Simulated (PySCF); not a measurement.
## A study: C2H3Cl, SMILES `ClC=C`

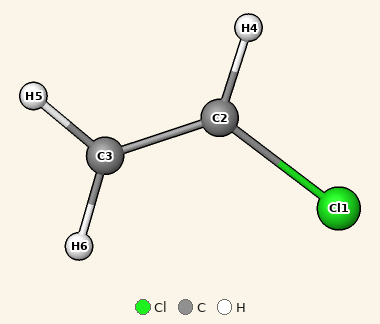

The molecule, with its atoms numbered as below. No frequency check shows the geometry to be a minimum.

Cartesian coordinates (Å):

```
Cl1     -1.0499    0.1002    0.0000
C2       0.5613   -0.5034    0.0000
C3       1.6200    0.2808    0.0000
H4       0.6106   -1.5813    0.0000
H5       2.6100   -0.1397    0.0000
H6       1.5396    1.3536    0.0000
```

Part 1: Bonding charge

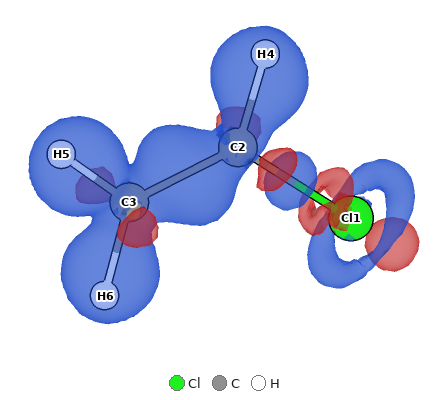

Deformation density (molecule less spherical, spin-averaged free atoms at the same positions), surfaces at ±0.12 e/Å³; blue: gain, red: loss.

Level of theory: PBE0/def2-TZVP (PySCF), at a geometry from GFN2-xTB.

Question: Describe the bonding that the map shows.

Answer: C2–H4: +0.80 e/Å³ at the bond critical point (bond length 1.08 Å, Mayer order 0.9). C2–C3: +0.79 e/Å³ at the bond critical point (bond length 1.32 Å, Mayer order 2.0). C3–H6: +0.77 e/Å³ at the bond critical point (bond length 1.08 Å, Mayer order 0.9). C3–H5: +0.76 e/Å³ at the bond critical point (bond length 1.08 Å, Mayer order 0.9). Cl1–C2: +0.23 e/Å³ at the bond critical point (bond length 1.72 Å, Mayer order 1.1). In all, 1.4 electrons gather in the regions of gain relative to the promolecule.

Question: Where do the Hirshfeld charges lie?

Answer: The highest Hirshfeld charge is on H4 (+0.06 e), the lowest on C3 (−0.11 e).

Part 2: Bond critical points

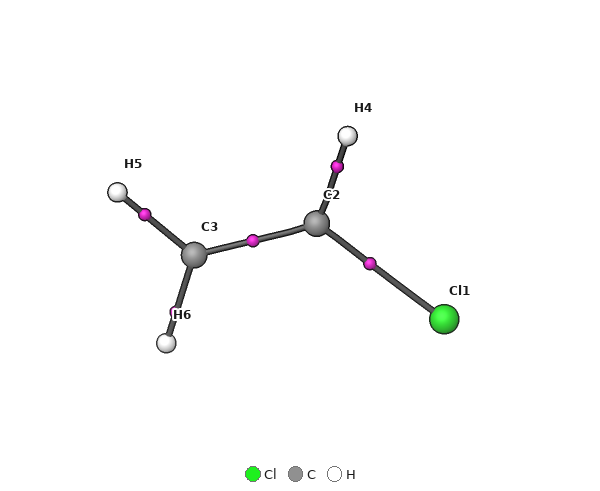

Molecular graph of the electron density (QTAIM): bond paths, bond critical points (magenta), ring points (cyan, if any); weak paths are dashed.

Question: How many critical points of each kind are there, and does the count close?

Answer: 6 nuclei, 5 bond, 0 ring and 0 cage critical points: 6 − 5 + 0 − 0 = 1, as the Poincaré–Hopf relation requires.

Question: Give the properties at the bond critical points.

Answer:
```json
{"bond": "C2–C3", "length (Å)": "1.318", "ρ (a.u.)": "0.361", "∇²ρ (a.u.)": "−1.13", "ε": "0.38", "H (a.u.)": "−0.440"}
{"bond": "C2–H4", "length (Å)": "1.079", "ρ (a.u.)": "0.292", "∇²ρ (a.u.)": "−1.07", "ε": "0.03", "H (a.u.)": "−0.302"}
{"bond": "C3–H6", "length (Å)": "1.076", "ρ (a.u.)": "0.288", "∇²ρ (a.u.)": "−1.04", "ε": "0.01", "H (a.u.)": "−0.298"}
{"bond": "C3–H5", "length (Å)": "1.076", "ρ (a.u.)": "0.287", "∇²ρ (a.u.)": "−1.03", "ε": "0.01", "H (a.u.)": "−0.297"}
{"bond": "Cl1–C2", "length (Å)": "1.721", "ρ (a.u.)": "0.210", "∇²ρ (a.u.)": "−0.35", "ε": "0.05", "H (a.u.)": "−0.165"}
```

Question: What kind of interaction is C3–H6?

Answer: Shared-shell (covalent): ρ = 0.288, ∇²ρ = −1.04, H = −0.298 a.u.

Part 3: Local ionisation energy

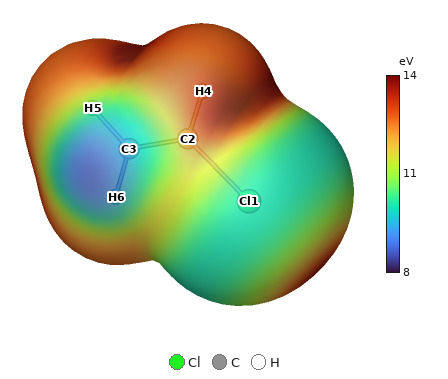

Average local ionisation energy on the surface of electron density 0.001 a.u.

Question: Locate the minima of the map.

Answer: The lowest value is 9.0 eV, off the molecular plane, over C3 (2.1 Å), and at like points elsewhere. Further minima include 10.0 eV, near Cl1 (2.13 Å) and H6 (2.34 Å); 10.0 eV, off the molecular plane, over Cl1 (2.1 Å), and at like points elsewhere. For comparison, the highest occupied orbital lies at −7.6 eV.

Part 4: In an electric field

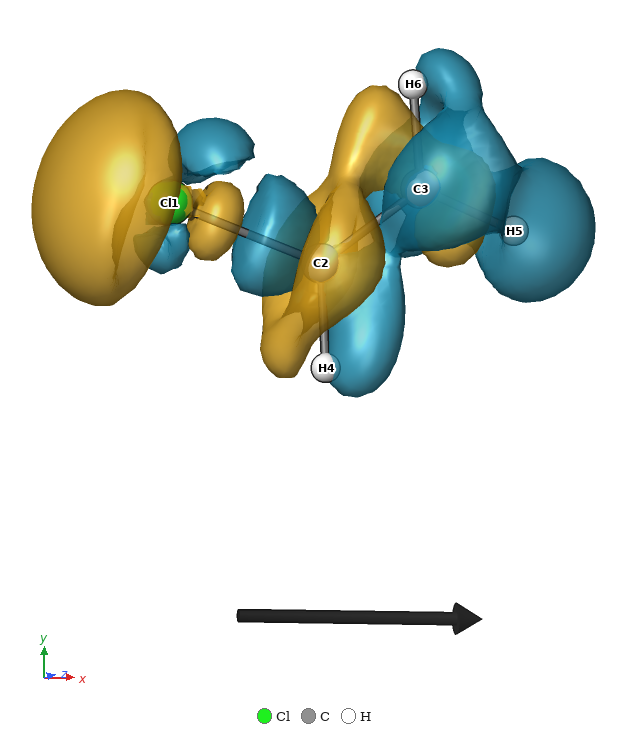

Change of the electron density in a uniform field of 0.21 V/Å along +x (arrow), surfaces at ±0.002 e/Å³ (yellow: gain, teal: loss).

PySCF calculation, PBE0/def2-TZVP, gas phase; geometry: GFN2-xTB. A basis without diffuse functions makes polarisabilities too small.

Question: How large is the response?

Answer: The induced dipole is 0.52 D (along the field); α along this axis, from the fields in both directions, is 51 bohr³ (7.6 Å³).

Question: Which atoms gain and lose the most charge?

Answer: Electrons gather most on Cl1 (Hirshfeld charge changes by −0.022 e) and leave C3 most (+0.012 e); 0.044 electrons are displaced in all.

Part 5: Removing or adding an electron

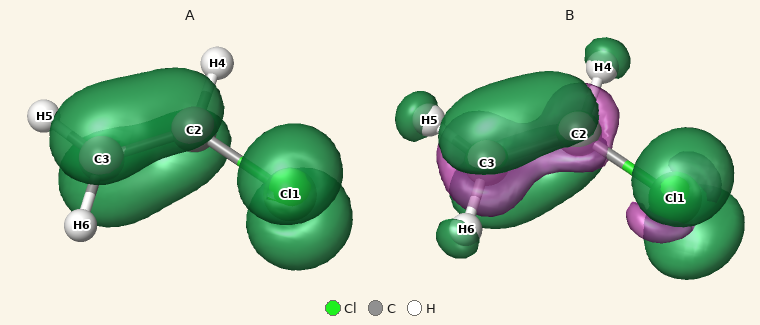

The Fukui function f⁻ from two separate SCF calculations and the density of the HOMO, at ±0.04 e/Å³ (green positive, purple negative).

Computed with PySCF, PBE0/def2-TZVP, geometry: GFN2-xTB.

Question: Which panel is which, and how good is the frozen-orbital picture?

Answer: B is f⁻ (it has negative regions), A the HOMO density. The HOMO lies on Cl1 (36 %), C3 (33 %) and C2 (23 %); f⁻ (Hirshfeld-condensed) is largest on Cl1 (0.37) and C3 (0.24); the vertical ionisation energy is 9.93 eV. Relaxation shifts 16 % of the electron between atoms. The orbital energy is −7.56 eV.

The PySCF runs shown took 13 s, 36 s and 3.5 min on 1 thread of Arm Neoverse N1, on a shared host.
